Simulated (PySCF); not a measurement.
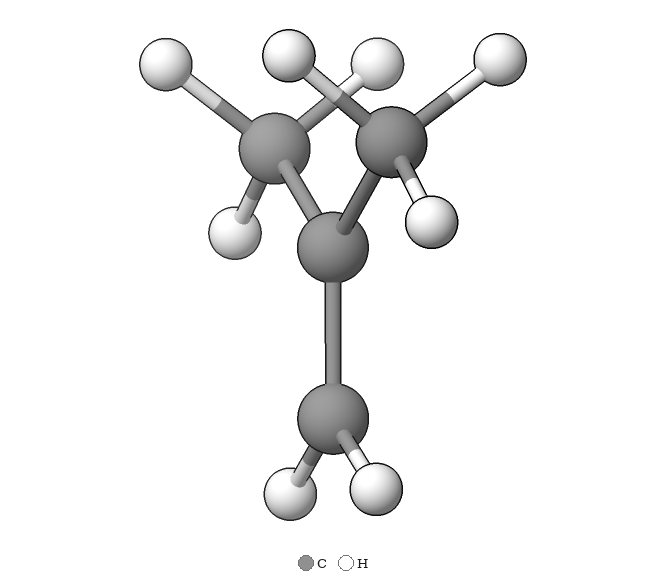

The computed structure is the end point of a PBE0-D3(BJ)/def2-SVP optimisation. No frequency run is at hand to confirm it as a minimum.

Draw it as a skeletal formula.

SMILES: C=C(C)C

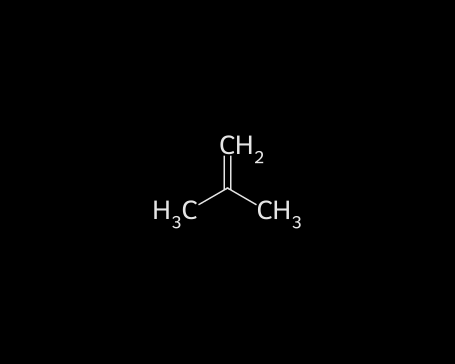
